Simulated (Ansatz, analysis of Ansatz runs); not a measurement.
# BaLa2S4 (I-42d), nudged elastic band: Ba_i by the interstitialcy path (q = 0)

Aim: the barrier of one jump in BaLa2S4 (I-42d) at charge 0: Ba_i by the interstitialcy path. The model is a cell of 56 host atoms with 1 Ba put in; Ba is the atom that moves.

Program: Ansatz 0.2.0. Level of theory: plane-wave PAW DFT, PBEsol; nudged elastic band between two relaxed defect structures. Results are calculated unless marked as measured.

## (1) Set-up

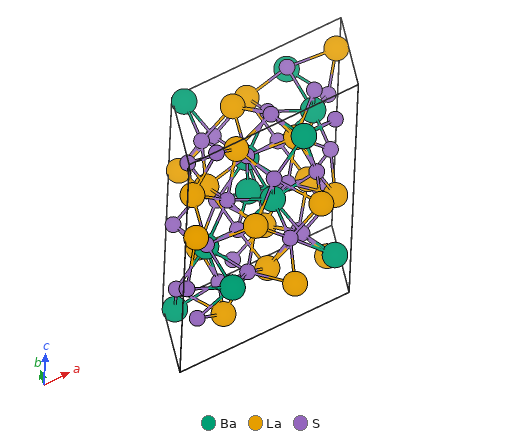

Start, viewed slightly off an axis; barium teal, lanthanum orange, sulfur purple. Some periodic images of atoms are drawn too.

The cell holds 57 atoms: 9 Ba, 16 La and 32 S. Its edges and angles: a = 12.447 Å, b = 12.447 Å, c = 12.477 Å, α = 59.9°, β = 59.9°, γ = 60.2°. It derives from BaLa2S4 (space group I-42d). Nearest the centre at fractional (0.564, 0.248, 0.877): Ba57 at 1.34 Å, Ba3 at 1.34 Å, S34 at 2.45 Å, S42 at 2.45 Å, S27 at 2.52 Å, La17 at 3.21 Å, La11 at 3.22 Å, S32 at 3.38 Å.

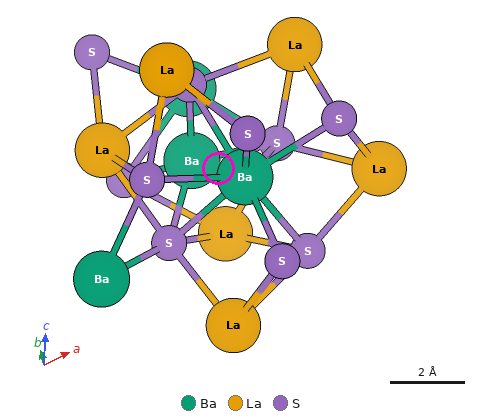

The atoms within 5 Å of the centre. A ring marks the middle of the ideal hop wherever no atom is near it.

The cell's shortest repeat is 12.4 Å.

## (2) Relaxation of the start point, charge 0

A barrier is counted from a minimum, so both ends are relaxed first. Small random displacements break the symmetry of the ideal sites, so that the defect can distort if it gains by it.

q0.start/input.yaml

```yaml
crystal:
  lattice:
    - [0.0, 8.82241616, 8.78013777]
    - [8.82241616, 0.0, 8.78013777]
    - [8.82241616, 8.82241616, 0.0]
  atoms:
    - { symbol: Ba, position: [0.125, 0.625, 0.375] }
    - { symbol: Ba, position: [0.375, 0.875, 0.625] }
    - { symbol: Ba, position: [0.625, 0.125, 0.875] }
    - { symbol: Ba, position: [0.875, 0.375, 0.125] }
    - { symbol: Ba, position: [0.0, 0.0, 0.5] }
    - { symbol: Ba, position: [0.25, 0.25, 0.75] }
    - { symbol: Ba, position: [0.5, 0.5, 0.0] }
    - { symbol: Ba, position: [0.75, 0.75, 0.25] }
    - { symbol: La, position: [0.12368136, 1.00131864, 0.12631864] }
    - { symbol: La, position: [0.37368136, 0.25131864, 0.37631864] }
    - { symbol: La, position: [0.62368136, 0.50131864, 0.62631864] }
    - { symbol: La, position: [0.87368136, 0.75131864, 0.87631864] }
    - { symbol: La, position: [-0.00131864, 0.37631864, 0.37368136] }
    - { symbol: La, position: [0.24868136, 0.62631864, 0.62368136] }
    - { symbol: La, position: [0.49868136, 0.87631864, 0.87368136] }
    - { symbol: La, position: [0.74868136, 0.12631864, 0.12368136] }
    - { symbol: La, position: [0.25131864, 0.37368136, -0.00131864] }
    - { symbol: La, position: [0.50131864, 0.62368136, 0.24868136] }
    - { symbol: La, position: [0.75131864, 0.87368136, 0.49868136] }
    - { symbol: La, position: [1.00131864, 0.12368136, 0.74868136] }
    - { symbol: La, position: [0.12631864, 0.74868136, 1.00131864] }
    - { symbol: La, position: [0.37631864, -0.00131864, 0.25131864] }
    - { symbol: La, position: [0.62631864, 0.24868136, 0.50131864] }
    - { symbol: La, position: [0.87631864, 0.49868136, 0.75131864] }
    - { symbol: S, position: [0.23611748, 0.82415068, 0.34321553] }
    - { symbol: S, position: [0.48611748, 0.07415068, 0.59321553] }
    - { symbol: S, position: [0.73611748, 0.32415068, 0.84321553] }
    - { symbol: S, position: [0.98611748, 0.57415068, 0.09321553] }
    - { symbol: S, position: [0.07415068, 0.48611748, 0.84651631] }
    - { symbol: S, position: [0.32415068, 0.73611748, 0.09651631] }
    - { symbol: S, position: [0.57415068, 0.98611748, 0.34651631] }
    - { symbol: S, position: [0.82415068, 0.23611748, 0.59651631] }
    - { symbol: S, position: [0.21821553, 0.97151631, 0.86111748] }
    - { symbol: S, position: [0.46821553, 0.22151631, 0.11111748] }
    - { symbol: S, position: [0.71821553, 0.47151631, 0.36111748] }
    - { symbol: S, position: [0.96821553, 0.72151631, 0.61111748] }
    - { symbol: S, position: [0.11111748, 0.19915068, 0.22151631] }
    - { symbol: S, position: [0.36111748, 0.44915068, 0.47151631] }
    - { symbol: S, position: [0.61111748, 0.69915068, 0.72151631] }
    - { symbol: S, position: [0.86111748, 0.94915068, 0.97151631] }
    - { symbol: S, position: [0.19915068, 0.11111748, 0.46821553] }
    - { symbol: S, position: [0.44915068, 0.36111748, 0.71821553] }
    - { symbol: S, position: [0.69915068, 0.61111748, 0.96821553] }
    - { symbol: S, position: [0.94915068, 0.86111748, 0.21821553] }
    - { symbol: S, position: [0.09321553, 0.34651631, 0.57415068] }
    - { symbol: S, position: [0.34321553, 0.59651631, 0.82415068] }
    - { symbol: S, position: [0.59321553, 0.84651631, 0.07415068] }
    - { symbol: S, position: [0.84321553, 0.09651631, 0.32415068] }
    - { symbol: S, position: [0.09651631, 0.84321553, 0.73611748] }
    - { symbol: S, position: [0.34651631, 0.09321553, 0.98611748] }
    - { symbol: S, position: [0.59651631, 0.34321553, 0.23611748] }
    - { symbol: S, position: [0.84651631, 0.59321553, 0.48611748] }
    - { symbol: S, position: [0.22151631, 0.46821553, 0.19915068] }
    - { symbol: S, position: [0.47151631, 0.71821553, 0.44915068] }
    - { symbol: S, position: [0.72151631, 0.96821553, 0.69915068] }
    - { symbol: S, position: [0.97151631, 0.21821553, 0.94915068] }
    - { symbol: Ba, position: [0.503885, 0.371115, 0.878885] }
basis:
  ecutwfc: 420
  xc_grid: 2
hamiltonian:
  xc: pbesol
kpoints:
  mp_grid: { grid: [1, 1, 1], shift: [0.25, 0.25, 0.25] }
scf:
  occupations: { method: fixed }
  max_iter: 120
output:
  forces: true
relax:
  f_tol: 0.02
  max_steps: 70
  random_displacement: { amplitude: 0.03, seed: 1039 }
```

Launch:

```console
ansatz run input.yaml --threads 32 --pin off --max-ram 84787MiB --backend cuda --events-out ev --progress --plain --runs-dir out --max-vram 78GiB
```

Numbers of over 12 decimals in the logs are rounded to 6 here.

The program printed:

```text
[...]
Engine: ansatz 0.2.0, aarch64-unknown-linux-gnu
[...]
Pseudopotential: Ba, paw, valence charge 10, recommended cutoff 420 eV (normal), Ba.paw.azcp
Pseudopotential: La, paw, valence charge 11, recommended cutoff 420 eV (normal), La.paw.azcp
Pseudopotential: S, paw, valence charge 6, recommended cutoff 420 eV (normal), S.paw.azcp
Functional definition: PBEsol
[...]
Crystal: 57 atoms, lattice volume = 1366.805 Å³
Basis set: ecut = 420 eV, 26637 PW (Γ), exchange–correlation on 180×180×180 points (8 copies of the dense FFT grid, shifted against one another)
Bands: 286, of which v1, the nominal top of the filled ones, is band 229 counted from 1 (228 counted from 0)
[...]
k-points: 1
[...]
Functional: x = pbesol(κ = 0.804, μ = 0.123457), c = pbesol(β = 0.046)
SCF iter   1: F=—  HF=-179776.892955 eV  |F-HF|=—  |Δ(HF+E_count)|=         —  Δρ=8.42e-3  dr2=2.86e0  ethr=1.77e-3  ⟨swp⟩=7.0  Hψ=1113  notcnv=0  defer=54
[...]
SCF iter   2: F=—  HF=-179776.359696 eV  |F-HF|=—  |Δ(HF+E_count)|=   5.33e-1  Δρ=3.44e-3  dr2=2.13e-1  ethr=6.23e-4  ⟨swp⟩=4.0  Hψ=541  notcnv=0  defer=54
[...]
SCF 1 converged in 8 iterations: F = -179776.311138 eV  dr2 = 7.39e-7
[...]
relax step   1: F+E_penalty+E_count = -179776.31113783 eV  Δ(F+E_penalty+E_count) = +0.000e0 eV  max|allowed force component| = 4.192e0 eV/Å  Δτ_max = 0.0000 Å  (8 SCF iters, dr2 threshold 1.00e-5 eV, [...]
[...]
SCF iter   2: F=—  HF=-179779.314764 eV  |F-HF|=—  |Δ(HF+E_count)|=   5.19e-1  Δρ=2.46e-3  dr2=2.04e-1  ethr=6.94e-4  ⟨swp⟩=4.0  Hψ=410  notcnv=0  defer=55
[...]
SCF iter   6: F=-179779.264752 eV  HF=-179779.264763 eV  |F-HF|=1.08e-5  |Δ(HF+E_count)|=   7.49e-6  Δρ=3.03e-5  dr2=2.19e-5  ethr=2.18e-8  ⟨swp⟩=3.0  Hψ=1191  notcnv=0
[...]
SCF 9 converged in 2 iterations: F = -179780.375429 eV  dr2 = 8.19e-8
[...]
SCF converged after 2 iterations
[...]
```

It took 4.9 s on 1 × NVIDIA GB200 with 32 threads of Arm Neoverse V2, shared host; peak memory 1.4 GiB; 22 s of CPU time.

The steps of the relaxation:

```tsv
step	energy less that of the first step (eV)	largest force component (eV/Å)
1	0.0000	4.1924
2	-2.9536	1.2484
3	-3.8940	0.5896
4	-4.0514	0.0912
5	-3.9936	0.3264
6	-4.0625	0.0590
7	-4.0632	0.0344
8	-4.0643	0.0066
9	-4.0643	0.0065
```

Relaxation step 5 was tried and not accepted.

The atoms that moved most (Å, from the sites as typed, ahead of the random displacement, the mean shift of all atoms taken out):

```tsv
atom	dx	dy	dz	length
S42	-0.228	-0.254	0.101	0.356
La11	-0.258	-0.069	0.232	0.353
La17	0.247	-0.065	-0.229	0.342
S46	0.244	-0.225	-0.082	0.342
Ba7	0.293	0.056	0.156	0.336
Ba3	-0.272	0.078	-0.166	0.328
S27	-0.019	0.191	0.144	0.240
S34	-0.007	0.187	-0.142	0.236
```

Neighbours of Ba57 at the end:

```tsv
atom	distance (Å)
S46	2.749
S42	2.755
S27	2.760
S34	2.762
La11	3.002
La17	3.010
Ba3	3.019
Ba7	3.024
```

Numbers from this step:

| Property | Result |
| --- | --- |
| free energy | -179780.3754 eV |
| r.m.s. move of the farther half of the atoms | 0.06105 Å |
| largest move from the ideal geometry of this structure, a common shift of the far atoms taken out | 0.3576 Å |

The relaxation gained 4.064 eV and ended with a largest force component of 0.0065 eV/Å.

## (3) Relaxation of the end point, charge 0

The end point is relaxed in the same cell and settings, so that the two energies compare. Atoms more than 3.2 Å from the middle of the hop start where the first relaxation left them, the nearer ones on or close to their ideal places, with small random displacements.

q0.end/input.yaml

```yaml
crystal:
  lattice:
    - [0.0, 8.82241616, 8.78013777]
    - [8.82241616, 0.0, 8.78013777]
    - [8.82241616, 8.82241616, 0.0]
  atoms:
    - { symbol: Ba, position: [0.12619368, 0.62575543, 0.3722152] }
    - { symbol: Ba, position: [0.37516861, 0.87339702, 0.62544279] }
    - { symbol: Ba, position: [0.8487, 0.0162, 0.7571] }
[... 7 atom lines left out ...]
    - { symbol: La, position: [0.64805574, 0.50299904, 0.59428791] }
[... 4 atom lines left out ...]
    - { symbol: La, position: [0.75155975, 0.12292705, 0.12561327] }
    - { symbol: La, position: [0.22111736, 0.37752177, 0.02162836] }
[... 9 atom lines left out ...]
    - { symbol: S, position: [0.73611748, 0.32415068, 0.84321553] }
[... 4 atom lines left out ...]
    - { symbol: S, position: [0.82313847, 0.23409497, 0.597117] }
[... 1 atom line left out ...]
    - { symbol: S, position: [0.46821553, 0.22151631, 0.11111748] }
[... 5 atom lines left out ...]
    - { symbol: S, position: [0.86098938, 0.94710451, 0.97252548] }
[... 1 atom line left out ...]
    - { symbol: S, position: [0.44915068, 0.36111748, 0.71821553] }
[... 3 atom lines left out ...]
    - { symbol: S, position: [0.31244884, 0.61763612, 0.82948567] }
[... 3 atom lines left out ...]
    - { symbol: S, position: [0.3476762, 0.09459078, 0.98660651] }
[... 6 atom lines left out ...]
    - { symbol: Ba, position: [0.625, 0.125, 0.875] }
basis:
  ecutwfc: 420
  xc_grid: 2
hamiltonian:
  xc: pbesol
kpoints:
  mp_grid: { grid: [1, 1, 1], shift: [0.25, 0.25, 0.25] }
scf:
  occupations: { method: fixed }
  max_iter: 120
output:
  forces: true
relax:
  f_tol: 0.02
  max_steps: 70
  random_displacement: { amplitude: 0.01, seed: 1039 }
```

The program printed:

```text
[...]
Crystal: 57 atoms, lattice volume = 1366.805 Å³
Basis set: ecut = 420 eV, 26637 PW (Γ), exchange–correlation on 180×180×180 points (8 copies of the dense FFT grid, shifted against one another)
Bands: 286, of which v1, the nominal top of the filled ones, is band 229 counted from 1 (228 counted from 0)
[...]
k-points: 1
[...]
SCF iter   1: F=—  HF=-179776.153974 eV  |F-HF|=—  |Δ(HF+E_count)|=         —  Δρ=1.31e-2  dr2=1.15e1  ethr=1.77e-3  ⟨swp⟩=9.0  Hψ=1161  notcnv=0  defer=55
[...]
SCF iter   2: F=—  HF=-179773.926128 eV  |F-HF|=—  |Δ(HF+E_count)|=    2.23e0  Δρ=4.82e-3  dr2=7.43e-1  ethr=1.77e-3  ⟨swp⟩=6.0  Hψ=498  notcnv=0  defer=52
[...]
SCF 1 converged in 8 iterations: F = -179773.726894 eV  dr2 = 2.33e-6
[...]
relax step   1: F+E_penalty+E_count = -179773.72689392 eV  Δ(F+E_penalty+E_count) = +0.000e0 eV  max|allowed force component| = 9.453e0 eV/Å  Δτ_max = 0.0000 Å  (8 SCF iters, dr2 threshold 1.00e-5 eV, [...]
[...]
SCF 8 converged in 6 iterations: F = -179780.363602 eV  dr2 = 5.86e-8
[...]
SCF converged after 6 iterations
[...]
```

The job ended after 4.5 s (1 × NVIDIA GB200 with 32 threads; peak memory 1.5 GiB; 21 s of CPU time).

Step by step:

```tsv
step	energy less that of the first step (eV)	largest force component (eV/Å)
1	0.0000	9.4527
2	-3.3933	2.4979
3	-6.0021	0.7711
4	-6.4018	0.6533
5	-6.6296	0.1258
6	-6.6346	0.0579
7	-6.6349	0.0407
8	-6.6367	0.0175
```

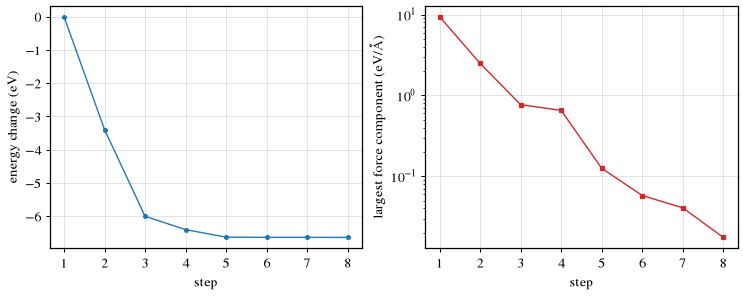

Energy and largest force along the relaxation.

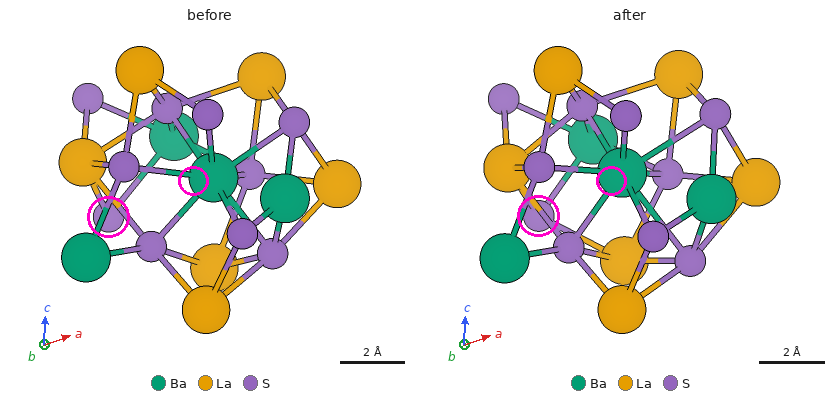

Before and after: the atoms that start within 5 Å of the centre. S46, which moves most, is ringed if it is among them. A ring with no atom in it marks the middle of the ideal hop.

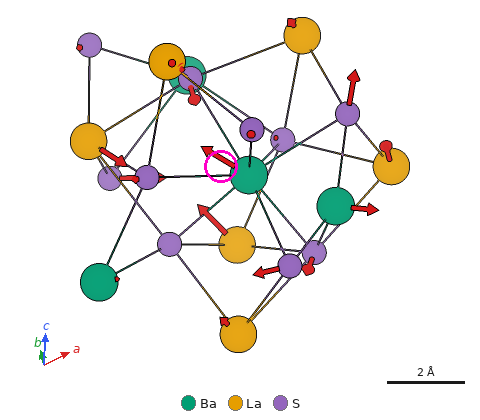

Displacements in the relaxation from the typed sites near the centre, exaggerated; the longest in the cell stands for 0.43 Å. A ring marks the middle of the ideal hop wherever no atom is near it.

The atoms that moved most (Å, from the sites as typed, ahead of the random displacement):

```tsv
atom	dx	dy	dz	length
S46	-0.297	0.294	0.091	0.428
S49	-0.289	0.297	-0.101	0.427
La11	0.297	0.034	-0.211	0.366
La20	0.282	0.029	0.219	0.358
Ba57	0.299	-0.065	-0.174	0.352
S40	0.242	0.234	0.094	0.350
Ba7	-0.287	-0.049	-0.170	0.338
Ba5	-0.278	-0.051	0.167	0.328
```

Neighbours of Ba57 at the end:

```tsv
atom	distance (Å)
S34	2.890
S42	2.984
S50	2.991
Ba3	3.013
S47	3.123
S27	3.197
S55	3.384
S40	3.420
```

This step gave:

```yaml
free_energy: -179780.3636 eV
r_m_s_move_of_the_farther_half_of_the_atoms: 0.1190 Å
largest_move_from_the_ideal_geometry_of_this_structure_a_common_shift_of_the_far_atoms_taken_out: 0.3514 Å
```

The relaxation gained 6.637 eV and ended with a largest force component of 0.018 eV/Å. The end lies 0.012 eV above the start.

(Continued in part 2 of 2.)

[Logs are printed without paths, hosts, clocks, repeated set-up lines and the standing remarks that a program may print on its own settings, such as how far it seeks lower states.]

[Hosts, paths, dates, database ids (printed as entryN), source tags and the programs' standing remarks are cut or masked in the printed files.]
